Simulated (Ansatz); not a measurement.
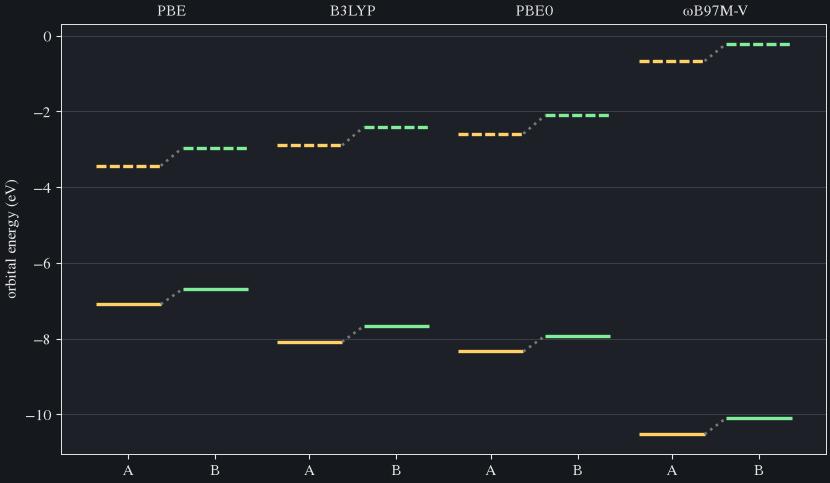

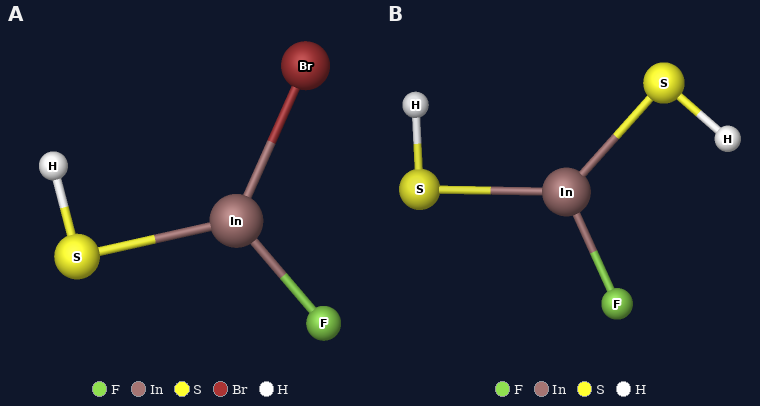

One change: A, InHSBrF (SMILES [F][In]([SH])[Br]), becomes B, InH₂S₂F (SMILES [F][In]([SH])[SH]). Br on In is replaced by SH. HOMO (solid) and LUMO (dashed) computed in def2-TZVPP at PBE0-D4/def2-TZVP geometries, both minima by their frequencies, gas phase, the Ansatz code.

> What does the change do to HOMO and LUMO?

PBE: the HOMO rises by 0.40 eV, the LUMO rises by 0.47 eV, and the separation goes from 3.66 to 3.73 eV. B3LYP: the HOMO rises by 0.42 eV, the LUMO rises by 0.49 eV, and the separation goes from 5.19 to 5.26 eV. PBE0: the HOMO rises by 0.41 eV, the LUMO rises by 0.48 eV, and the separation goes from 5.75 to 5.82 eV. ωB97M-V: the HOMO rises by 0.44 eV, the LUMO rises by 0.46 eV, and the separation goes from 9.86 to 9.88 eV.

> Do the functionals agree on the effect?

They agree on the direction for both levels; the HOMO shift lies between 0.40 and 0.44 eV and the LUMO shift between 0.46 and 0.49 eV, while the separations themselves differ by up to 6.2 eV between functionals.

Note: core potentials past krypton; spin-orbit coupling is left out, and with In it can shift these values.
